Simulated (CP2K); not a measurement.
**CH6O2Si2 (SMILES O=C[SiH2]O[SiH3]): GFN1-xTB**

What is the energy difference between two shapes of CH6O2Si2 at GFN1-xTB? 

The results are computed with CP2K 2026.2.

3 further runs of the same task are left out: 3 set aside as unsound or not needed.

### 1 The system as given

CH6O2Si2: 11 atoms, total charge 0, spin state singlet. SMILES: `O=C[SiH2]O[SiH3]`. Geometry: relaxed at GFN2-xTB. This is one conformer, not always the lowest.

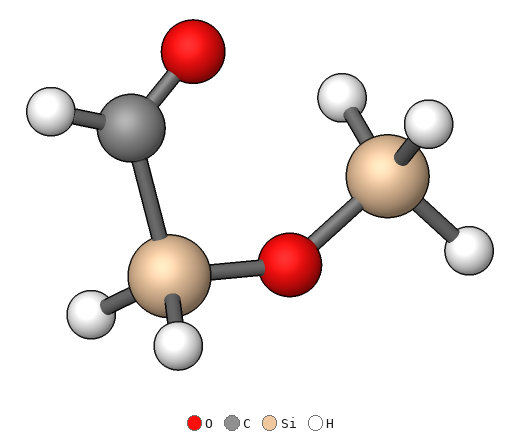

The structure, seen from a chosen angle (oxygen red, carbon grey, silicon light orange, hydrogen white).

### 2 Energy and gradient at GFN1-xTB

job.inp

```
&GLOBAL
 PROJECT job
 RUN_TYPE ENERGY_FORCE
 PRINT_LEVEL MEDIUM
&END GLOBAL

&FORCE_EVAL
 METHOD Quickstep
 &DFT
  CHARGE 0
  MULTIPLICITY 1
  &QS
   METHOD XTB
   EPS_DEFAULT 1.0E-10
   &XTB
    GFN_TYPE TBLITE
    &TBLITE
     METHOD GFN1
    &END TBLITE
    CHECK_ATOMIC_CHARGES F
   &END XTB
  &END QS
  &POISSON
   PERIODIC NONE
   POISSON_SOLVER ANALYTIC
  &END POISSON
  &SCF
   SCF_GUESS ATOMIC
   EPS_SCF 1.0E-06
   MAX_SCF 150
   ADDED_MOS 8
   &DIAGONALIZATION
    ALGORITHM STANDARD
   &END DIAGONALIZATION
   &MIXING
    METHOD DIRECT_P_MIXING
    ALPHA 0.4
   &END MIXING
   &SMEAR ON
    METHOD FERMI_DIRAC
    ELECTRONIC_TEMPERATURE [K] 300
   &END SMEAR
  &END SCF
  &PRINT
   &MOMENTS
    PERIODIC F
    REFERENCE COM
    MAX_MOMENT 1
   &END MOMENTS
   &MO ON
    ENERGIES T
    OCCUPATION_NUMBERS T
    NDIGITS 6
    &EACH
     QS_SCF 0
    &END EACH
    ADD_LAST NUMERIC
   &END MO
   &HIRSHFELD OFF
   &END HIRSHFELD
  &END PRINT
 &END DFT
 &SUBSYS
  &CELL
   ABC [angstrom] 19.8 20.4 21.9
   PERIODIC NONE
  &END CELL
  &COORD
   O     -0.743000     1.134300     1.401250
   C     -0.207980     0.131530     1.805630
   Si     0.588900    -1.124500     0.591910
   O      0.352010    -0.488580    -0.863260
   Si    -0.315530     0.782890    -1.664780
   H     -0.181800    -0.058260     2.899820
   H      2.023280    -1.198460     0.846520
   H     -0.125860    -2.393560     0.675200
   H      0.012990     0.431220    -3.045660
   H     -1.751460     0.778330    -1.416070
   H      0.348460     2.005090    -1.230540
  &END COORD
  &TOPOLOGY
   &CENTER_COORDINATES
   &END CENTER_COORDINATES
  &END TOPOLOGY
 &END SUBSYS
 &PRINT
  &FORCES ON
  &END FORCES
 &END PRINT
&END FORCE_EVAL
```

Launch:

```sh
$ OMP_NUM_THREADS=1 cp2k.psmp job.inp > job.out
```

Output, shortened:

```text
CP2K| version string:                                       CP2K version 2026.2
[...]
 GLOBAL| Method name                                                        CP2K
[...]
 GLOBAL| Run type                                                   ENERGY_FORCE
[...]
                             - Atoms:                                         11
[...]
                             - Spherical basis functions:                     42
[...]
 Number of electrons:                                                         30
[...]
  *** SCF run converged in    16 steps ***
[...]
  Fermi energy:                                                -0.34481103196344
[...]
 TB_DIPOLE| Moment [Debye]          1.04612536      -1.96846034       0.66644609
 TB_DIPOLE| Derivative [a.u.]       0.00000000       0.00000000       0.00000000
[...]
 ENERGY| Total FORCE_EVAL ( QS ) energy [hartree]            -18.584786459792152
 FORCES| Atomic forces [hartree/bohr]
 FORCES|   Atom     x               y               z               |f|
 FORCES|      1 -9.16158268E-03  1.81665159E-02 -1.53366678E-02   2.54788202E-02
 FORCES|      2  1.12060131E-02 -2.08825574E-02  7.96161667E-03   2.50008654E-02
 FORCES|      3  6.38201299E-03 -1.29942704E-02  1.16100259E-02   1.85573127E-02
 FORCES|      4  9.53168117E-04 -1.50839510E-03 -8.01060322E-04   1.95588417E-03
 FORCES|      5 -5.58058372E-03  1.11384856E-02 -8.84270931E-03   1.52775091E-02
 FORCES|      6 -2.60431838E-03  3.65452685E-03  6.95688788E-03   8.27866714E-03
 FORCES|      7 -3.89376522E-03 -3.16158546E-03 -1.66084360E-04   5.01842746E-03
 FORCES|      8  4.77586507E-03  1.66383834E-03  5.33551185E-04   5.08546184E-03
 FORCES|      9 -3.13448070E-03  5.03380634E-03  1.99424254E-03   6.25629114E-03
 FORCES|     10  4.33085752E-03  1.73422528E-03 -1.60925470E-03   4.93493311E-03
 FORCES|     11 -3.27318606E-03 -2.84459001E-03 -2.30054767E-03   4.90896719E-03
 FORCES| Sum     1.60461922E-17 -1.49186219E-16  1.73038667E-16
 FORCES| Total atomic force                                       2.29033597E-16
[...]
```

Run time: 0.49 s. Hardware: 1 thread of Arm Neoverse N1, shared host; peak memory 0.14 GiB.

### 3 The distorted shape at the same level

qs.inp

```
&global
   project qs
   run_type ENERGY_FORCE
   print_level MEDIUM
&end global

&force_eval
   method Quickstep
   &dft
      charge 0
      multiplicity 1
      &qs
         method XTB
         eps_default 1.0E-10
         &xtb
            gfn_type TBLITE
            &tblite
               method GFN1
            &end tblite
            check_atomic_charges F
         &end xtb
      &end qs
      &poisson
         periodic NONE
         poisson_solver ANALYTIC
      &end poisson
      &scf
         scf_guess ATOMIC
         eps_scf 1.0E-06
         max_scf 150
         added_mos 8
         &diagonalization
            algorithm STANDARD
         &end diagonalization
         &mixing
            method DIRECT_P_MIXING
            alpha 0.4
         &end mixing
         &smear ON
            method FERMI_DIRAC
            electronic_temperature [K] 300
         &end smear
      &end scf
      &print
         &moments
            periodic F
            reference COM
            max_moment 1
         &end moments
         &mo ON
            energies T
            occupation_numbers T
            ndigits 6
            &each
               qs_scf 0
            &end each
            add_last NUMERIC
         &end mo
         &hirshfeld OFF
         &end hirshfeld
      &end print
   &end dft
   &subsys
      &cell
         abc [angstrom] 19.8 20.4 22
         periodic NONE
      &end cell
      &coord
         O     -0.771030     1.111515     1.393084
         C     -0.288153     0.193445     1.909642
         Si     0.542789    -1.104169     0.665205
         O      0.411683    -0.451161    -0.795039
         Si    -0.358487     0.788105    -1.811343
         H     -0.238215    -0.097030     2.889415
         H      1.992305    -1.245732     0.736802
         H     -0.045259    -2.422214     0.635188
         H     -0.032917     0.388943    -3.104836
         H     -1.761898     0.817371    -1.360788
         H      0.362865     2.021333    -1.278049
      &end coord
      &topology
         &center_coordinates
         &end center_coordinates
      &end topology
   &end subsys
   &print
      &forces ON
      &end forces
   &end print
&end force_eval
```

Launch:

```sh
$ OMP_NUM_THREADS=1 cp2k.psmp -i qs.inp -o qs.out
```

Output, shortened:

```text
CP2K| version string:                                       CP2K version 2026.2
[...]
 GLOBAL| Method name                                                        CP2K
[...]
 GLOBAL| Run type                                                   ENERGY_FORCE
[...]
                             - Atoms:                                         11
[...]
                             - Spherical basis functions:                     42
[...]
 Number of electrons:                                                         30
[...]
  *** SCF run converged in    15 steps ***
[...]
  Fermi energy:                                                -0.32631704615053
[...]
 TB_DIPOLE| Moment [Debye]          0.26213209      -1.19902261       0.26952509
 TB_DIPOLE| Derivative [a.u.]       0.00000000       0.00000000       0.00000000
[...]
 ENERGY| Total FORCE_EVAL ( QS ) energy [hartree]            -18.557088568248481
 FORCES| Atomic forces [hartree/bohr]
 FORCES|   Atom     x               y               z               |f|
 FORCES|      1 -5.07163163E-02  9.43130346E-02 -3.37733533E-02   1.12284160E-01
 FORCES|      2  6.23186567E-02 -1.05425938E-01 -3.90231540E-02   1.28534236E-01
 FORCES|      3  1.47259552E-02 -5.01484518E-03  4.66354556E-03   1.62404152E-02
 FORCES|      4 -2.68040083E-02  3.11928128E-02 -3.25985237E-02   5.24796168E-02
 FORCES|      5  1.56629951E-02  2.21723257E-03  6.03477788E-02   6.23866968E-02
 FORCES|      6 -1.07117579E-02  6.84025854E-03  6.96262956E-02   7.07767754E-02
 FORCES|      7 -1.09124053E-03 -2.28939225E-03  8.21062509E-03   8.59339788E-03
 FORCES|      8 -2.32982831E-03 -2.12710166E-03  3.08927365E-03   4.41545843E-03
 FORCES|      9  1.69003244E-03 -3.70677176E-03 -1.87918066E-02   1.92283219E-02
 FORCES|     10  8.78975398E-03 -5.75272046E-04 -8.59734512E-03   1.23087390E-02
 FORCES|     11 -1.15342421E-02 -1.54240180E-02 -1.31533361E-02   2.33227212E-02
 FORCES| Sum    -1.87350135E-16 -1.83880688E-16 -3.71230824E-16
 FORCES| Total atomic force                                       4.54669666E-16
[...]
```

Run time: 0.48 s. Hardware: 1 thread of Arm Neoverse N1, shared host; peak memory 0.14 GiB.

### 4 Results

Level: GFN1-xTB.

```
                                                  quantity         value
                                 first shape: total energy  -18.58479 Eh
    first shape: dipole moment (from atomic charges alone)        2.33 D
                                  first shape: HOMO energy     -11.15 eV
                                  first shape: LUMO energy      -8.49 eV
                                first shape: HOMO–LUMO gap       2.66 eV
                     first shape: largest force on an atom    1.310 eV/Å
                             distorted shape: total energy  -18.55709 Eh
distorted shape: dipole moment (from atomic charges alone)        1.26 D
                              distorted shape: HOMO energy     -10.64 eV
                              distorted shape: LUMO energy      -7.98 eV
                            distorted shape: HOMO–LUMO gap       2.66 eV
                 distorted shape: largest force on an atom    6.609 eV/Å
                    energy change with the atoms displaced      0.754 eV
```

With the atoms displaced the energy rises by 0.75 eV (17.4 kcal/mol). The first shape isn't relaxed at this level, so the change isn't measured from a minimum. The largest force (first shape) is 1.31 eV/Å: the shape isn't a stationary point for this species at this level. The dipole (first shape) comes from point charges on the atoms alone, without atomic dipoles, so it is partial. The dipole (distorted shape) comes from point charges on the atoms alone, without atomic dipoles, so it is partial.
